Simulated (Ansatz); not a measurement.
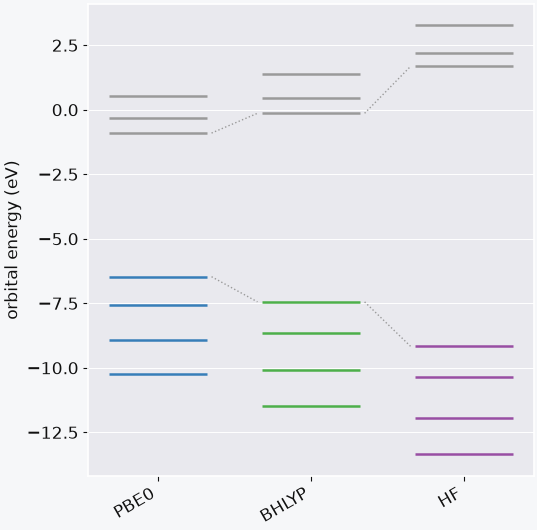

Frontier orbital energies (alpha spin) of CH₄FSSn, SMILES C[S][SnH][F], doublet at one geometry, def2-TZVPP, the Ansatz code 0.2.0, at a PBE0-D4/def2-TZVP geometry (a minimum by its frequencies). Empty levels are grey, levels within 0.1 eV stand side by side; all columns show the same few orbitals around the gap. Dotted lines join the HOMOs and the LUMOs. HOMO and LUMO mean the alpha set's.

How do the frontier levels move from column to column?

Answer. The separation grows from 5.56 eV (PBE0) to 10.85 eV (HF).

| level | HOMO (eV) | LUMO (eV) | separation (eV) |
| --- | --- | --- | --- |
| PBE0 | −6.47 | −0.90 | 5.56 |
| BHLYP | −7.44 | −0.14 | 7.31 |
| HF | −9.17 | 1.68 | 10.85 |

Limits of at least one run: core potentials past krypton; empty levels above zero depend strongly on the basis; one conformer of a flexible molecule; spin-orbit coupling is left out, and with Sn it can shift these levels and split any degenerate set.
